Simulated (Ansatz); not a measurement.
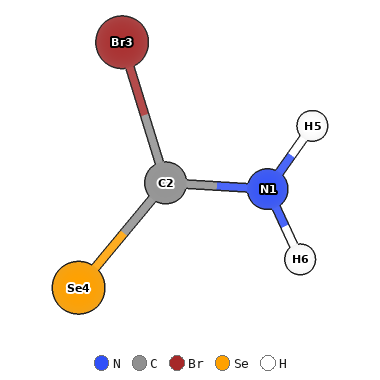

The system is CH2BrNSe, SMILES NC(=[Se])Br; the picture shows the reference structure. The first coordinate is: umbrella angle at C2 (between each of its bonds and their common axis; 90 is planar); the second: change of the bonds C2–N1, C2–Br3, C2–Se4, all alike. Nothing is relaxed (all other coordinates rigid). Grid: 11 × 11 points; 65 points were computed and 54 follow by symmetry. At 2 points there is no value. Points are written as (first, second). Energies: kcal/mol, counted from the lowest grid point. Method: Ansatz 0.2.0, RKS PBE0-D4/def2-TZVP.

Its coordinates:

```xyz
6

N    -0.5323    0.5131    0.1658
C     0.3899   -0.3797   -0.1798
Br    1.1489   -1.2035    1.3728
Se    0.8841   -0.7871   -1.8315
H    -0.7610    0.6920    1.1292
H    -1.0071    1.0168   -0.5656
```

Range: umbrella angle at C2 (between each of its bonds and their common axis; 90 is planar) from 66.0 to 114.0°; change of the bonds C2–N1, C2–Br3, C2–Se4, all alike from −0.184 to 0.284 Å.

### What will the energy surface look like?

The lowest grid point is at (90.0°, 0.003 Å). The highest grid point, (70.8°, −0.184 Å), lies 126 kcal/mol above the lowest.

| second ↓, first → | 66.0 | 70.8 | 75.6 | 80.4 | 85.2 | 90.0 | 94.8 | 99.6 | 104.4 | 109.2 | 114.0 |
| --- | --- | --- | --- | --- | --- | --- | --- | --- | --- | --- | --- |
| 0.284 | 94 | 84 | 76 | 71 | 68 | 67 | 68 | 71 | 76 | 84 | 94 |
| 0.237 | 82 | 70 | 61 | 55 | 52 | 51 | 52 | 55 | 61 | 70 | 82 |
| 0.191 | 72 | 57 | 47 | 41 | 37 | 36 | 37 | 41 | 47 | 57 | 72 |
| 0.144 | 63 | 47 | 35 | 28 | 23 | 22 | 23 | 28 | 35 | 47 | 63 |
| 0.097 | 58 | 39 | 26 | 17 | 12 | 11 | 12 | 17 | 26 | 39 | 58 |
| 0.050 | 57 | 36 | 21 | 11 | 5 | 3 | 5 | 11 | 21 | 36 | 57 |
| 0.003 | 61 | 37 | 20 | 9 | 2 | 0 | 2 | 9 | 20 | 37 | 61 |
| −0.043 | 72 | 45 | 25 | 13 | 5 | 3 | 5 | 13 | 25 | 45 | 72 |
| −0.090 | 91 | 60 | 39 | 24 | 16 | 13 | 16 | 24 | 39 | 60 | 91 |
| −0.137 | 121 | 87 | 62 | 46 | 36 | 33 | 36 | 46 | 62 | 87 | 121 |
| −0.184 | – | 126 | 98 | 80 | 69 | 66 | 69 | 80 | 98 | 126 | – |

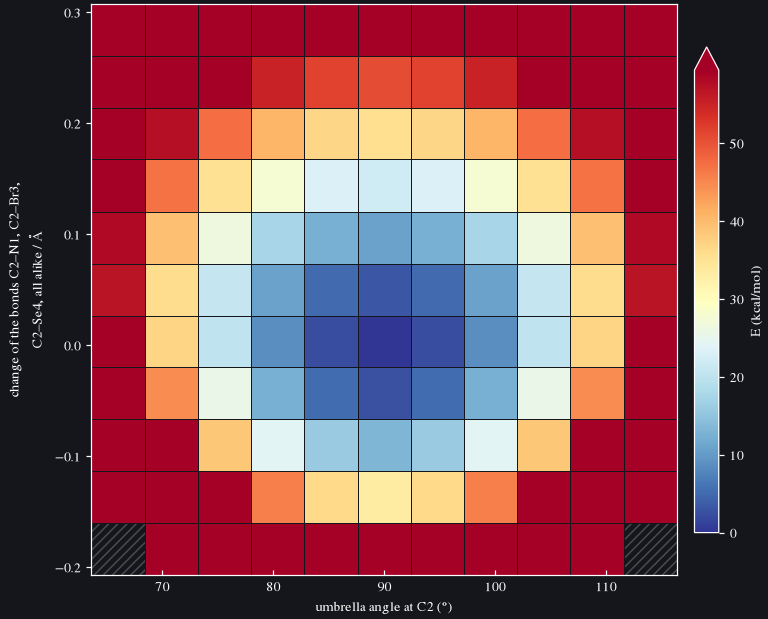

Drawn: one coloured cell a grid point, one colour for all values above the top of the scale, hatched blanks where no value was computed.

The whole map (65 points run) took 23 min on 1 thread of Arm Neoverse N1 (shared host).
